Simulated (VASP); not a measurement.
Band structure of Tc (space group Fm-3m). Method: PBEsol GGA, VASP's PBE PAW potentials (set 64) (plane waves; VASP).

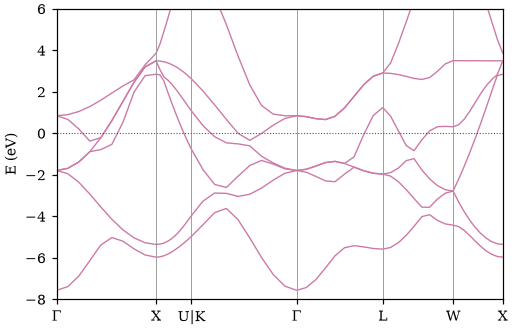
Figure: Bands along high-symmetry lines, zero at the valence-band maximum or, without a gap, the Fermi level

Q: Read the plot: is there a gap, and where are the band edges?

A: It has no gap at this level: it comes out as a metal or semimetal.

The structure was generated: Tc was put into an ordered model structure, which need not be its known phase. The cell was not relaxed at this level.
